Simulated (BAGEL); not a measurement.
**HF/STO-3G (density fitting with qzvpp-jkfit) run of GeHSBr (SMILES [SH][Ge][Br])**

Aim: the vertical ionisation energy of GeHSBr at HF/STO-3G (density fitting with qzvpp-jkfit), from 2 runs. 

The calculation is run with BAGEL 1.2.2.

## 1. The system as given

GeHSBr has 4 atoms, charge 0, and is taken as a singlet. SMILES: `[SH][Ge][Br]`. The shape is that of a PBE0-D4/def2-TZVP optimisation.

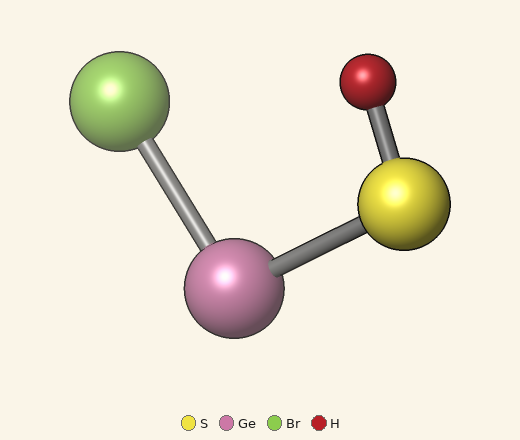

The structure, seen from a chosen angle (sulfur yellow, germanium pink, bromine green, hydrogen red).

## 2. The energy at HF/STO-3G (density fitting with qzvpp-jkfit)

hf.json reads:

```json
{ "bagel": [

{
  "title": "molecule",
  "basis": "sto-3g",
  "df_basis": "qzvpp-jkfit",
  "angstrom": "true",
  "geometry": [
    { "atom": "S", "xyz": [      -0.495400,       1.211900,      -0.684400 ] },
    { "atom": "Ge", "xyz": [      -0.978400,      -0.944300,      -0.333500 ] },
    { "atom": "Br", "xyz": [       0.876000,      -1.561800,       0.985300 ] },
    { "atom": "H", "xyz": [       0.653300,       1.234000,       0.012300 ] }
  ]
},

{ "title": "hf" },

{ "title": "print", "file": "orbitals.molden", "orbitals": "true" }

]}
```

Started as:

```bash
$ BAGEL_NUM_THREADS=1 BAGEL hf.json > hf.out
```

What it wrote:

```text
* using 1 threads per process

  ===============================================================
  ===============================================================

  *** Geometry ***

  { "atom" : "S", "xyz" : [     -0.936170,      2.290159,     -1.293329 ] },
  { "atom" : "Ge", "xyz" : [     -1.848908,     -1.784468,     -0.630224 ] },
  { "atom" : "Br", "xyz" : [      1.655400,     -2.951374,      1.861947 ] },
  { "atom" : "H", "xyz" : [      1.234558,      2.331922,      0.023244 ] },

  Number of auxiliary basis functions:      678

  Since a DF basis is specified, we compute 2- and 3-index integrals:
    o Being stored without compression. Storage requirement is 0.011 GB

  Number of basis functions:       46
  Number of electrons      :       84

    * METHOD: MOLECULE                             0.32

  *** RHF ***

  === Nuclear Repulsion ===
   475.4623652940

      * DIIS with orbital gradients will be used.

  === RHF iteration (sto-3g) ===
      0      -4990.16590618          0.00640673           0.07
      1      -4990.21334357          0.00199773           0.07
      2      -4990.21768914          0.00046707           0.07
      3      -4990.21815350          0.00014605           0.07
      4      -4990.21821024          0.00004642           0.07
      5      -4990.21821636          0.00001007           0.07
      6      -4990.21821661          0.00000271           0.07
      7      -4990.21821662          0.00000062           0.07
      8      -4990.21821663          0.00000019           0.07
      9      -4990.21821663          0.00000007           0.07
     10      -4990.21821663          0.00000002           0.07
     11      -4990.21821663          0.00000001           0.07
    * SCF iteration converged.

    * Permanent dipole moment:
           (    0.356731,    -0.224825,     0.285194) a.u.

    * METHOD: HF                                   1.02

    * METHOD: PRINT                                0.00

  ===============================================================
```

Run time: 1.5 s. Hardware: 1 thread of Arm Neoverse V2, shared host; peak memory 0.11 GiB.

## 3. The doublet cation at the same level

input.json reads:

```json
{ "bagel": [

{
  "title": "molecule",
  "basis": "sto-3g",
  "df_basis": "qzvpp-jkfit",
  "angstrom": true,
  "geometry": [
    { "atom": "S", "xyz": [      -0.495400,       1.211900,      -0.684400 ] },
    { "atom": "Ge", "xyz": [      -0.978400,      -0.944300,      -0.333500 ] },
    { "atom": "Br", "xyz": [       0.876000,      -1.561800,       0.985300 ] },
    { "atom": "H", "xyz": [       0.653300,       1.234000,       0.012300 ] }
  ]
},

{
  "title": "uhf",
  "charge": 1,
  "nopen": 1
},

{
  "title": "print",
  "file": "orbitals.molden",
  "orbitals": true
}

]}
```

Started as:

```bash
$ BAGEL_NUM_THREADS=1 BAGEL input.json > input.out
```

What it wrote:

```text
* using 1 threads per process

  ===============================================================
  ===============================================================

  *** Geometry ***

  { "atom" : "S", "xyz" : [     -0.936170,      2.290159,     -1.293329 ] },
  { "atom" : "Ge", "xyz" : [     -1.848908,     -1.784468,     -0.630224 ] },
  { "atom" : "Br", "xyz" : [      1.655400,     -2.951374,      1.861947 ] },
  { "atom" : "H", "xyz" : [      1.234558,      2.331922,      0.023244 ] },

  Number of auxiliary basis functions:      678

  Since a DF basis is specified, we compute 2- and 3-index integrals:
    o Being stored without compression. Storage requirement is 0.011 GB

  Number of basis functions:       46
  Number of electrons      :       84

    * METHOD: MOLECULE                             0.31

  *** Open-shell HF ***

  === Nuclear Repulsion ===
   475.4623652940

      * DIIS with orbital gradients will be used.

  === UHF iteration (sto-3g) ===
      0      -4989.89595465          0.01576935           0.14
      1      -4989.97749733          0.00723009           0.14
      2      -4989.99175424          0.00288642           0.14
      3      -4989.99452228          0.00072530           0.14
      4      -4989.99535358          0.00025427           0.14
      5      -4989.99549246          0.00016259           0.14
      6      -4989.99561803          0.00010020           0.14
      7      -4989.99567317          0.00005530           0.14
      8      -4989.99569191          0.00002705           0.14
      9      -4989.99569647          0.00001470           0.14
     10      -4989.99569738          0.00000934           0.14
     11      -4989.99569787          0.00000444           0.14
     12      -4989.99569790          0.00000183           0.14
     13      -4989.99569792          0.00000085           0.14
     14      -4989.99569793          0.00000043           0.14
     15      -4989.99569793          0.00000030           0.14
     16      -4989.99569793          0.00000016           0.14
     17      -4989.99569793          0.00000006           0.14
     18      -4989.99569793          0.00000003           0.14
     19      -4989.99569793          0.00000001           0.14
     20      -4989.99569793          0.00000001           0.14
    * SCF iteration converged.

    * S^2 (UHF) is 0.7702

    * Permanent dipole moment:
           (    1.204583,    -0.289938,     0.823094) a.u.

    * METHOD: UHF                                  3.08

    * METHOD: PRINT                                0.00

  ===============================================================
```

Run time: 3.6 s. Hardware: 1 thread of Arm Neoverse V2, shared host; peak memory 0.11 GiB.

## 4. Outcome

Level: HF/STO-3G (density fitting with qzvpp-jkfit).

| quantity | value |
| --- | --- |
| singlet GeHSBr: total energy | -4990.21822 Eh |
| singlet GeHSBr: dipole moment | 1.29 D |
| singlet GeHSBr: HOMO energy | -6.53 eV |
| singlet GeHSBr: LUMO energy | 4.01 eV |
| singlet GeHSBr: HOMO–LUMO gap | 10.54 eV |
| doublet cation: total energy | -4989.99570 Eh |
| doublet cation: ⟨S²⟩ | 0.770 |
| vertical ionisation energy (to the doublet cation) | 6.055 eV |

**Reading.** The vertical ionisation energy comes to 6.06 eV (140 kcal/mol). The negative HOMO energy of the first species, 6.53 eV, lies 0.47 eV above that difference. In a minimal basis such a difference can be off by several eV, whatever the method.
